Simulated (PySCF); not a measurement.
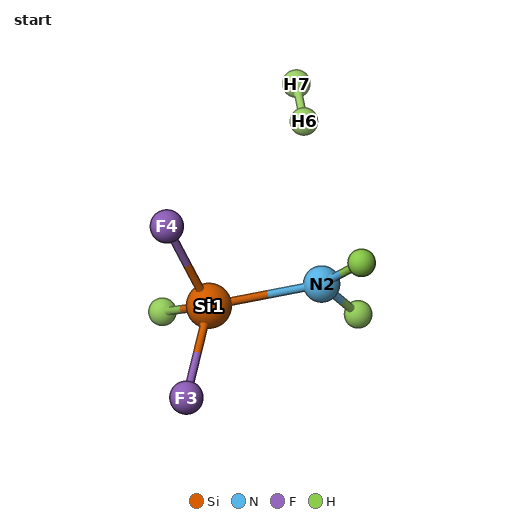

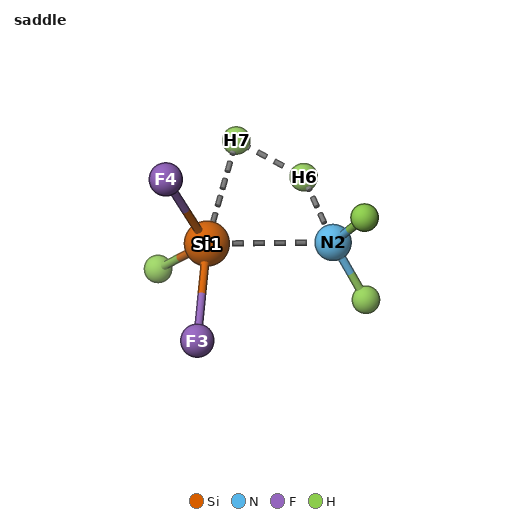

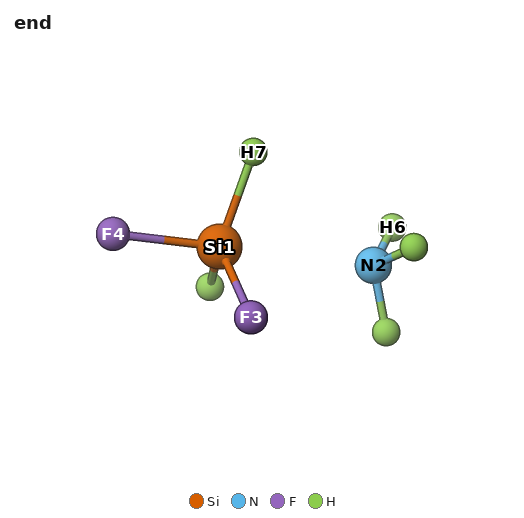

A saddle point and the two end points reached downhill from it. Broken sticks mark bonds that form or break. The species is neutral and a spin singlet. Geometries: PBE0-D4/def2-TZVP; all other levels are single points on them, and energies count from the start as drawn. Program: PySCF 2.14.0. In CBS estimates cores are frozen, and CCSD(T) − MP2 is taken in the smaller basis.

> Which bonds form and which break from start to end?

Formed: Si1–H7, N2–H6; broken: Si1–N2, H6–H7. At the saddle point Si1···H7 is 1.78 Å, N2···H6 is 1.23 Å, Si1···N2 is 1.84 Å, H6···H7 is 1.12 Å.

Give the electronic barrier and the reaction energy from start to end in kcal/mol (no zero-point energy) with CCSD(T)/CBS (MP2 limit from def2-TZVPP and def2-QZVPP plus CCSD(T) − MP2); RHF/STO-3G; B3LYP-D4/def2-TZVPP; RHF-MP2 (frozen core)/def2-QZVPP; BHLYP-D4/def2-TZVPP; SPW92 (LDA)/def2-TZVPP; PBE0-D4/def2-TZVPP.

```tsv
level	barrier	reaction energy
CCSD(T)/CBS (MP2 limit from def2-TZVPP and def2-QZVPP plus CCSD(T) − MP2)	50.8	+8.0
RHF/STO-3G	83.1	+6.8
B3LYP-D4/def2-TZVPP	49.5	+8.1
RHF-MP2 (frozen core)/def2-QZVPP	51.3	+9.0
BHLYP-D4/def2-TZVPP	53.1	+8.0
SPW92 (LDA)/def2-TZVPP	32.6	+2.7
PBE0-D4/def2-TZVPP	44.6	+5.9
```
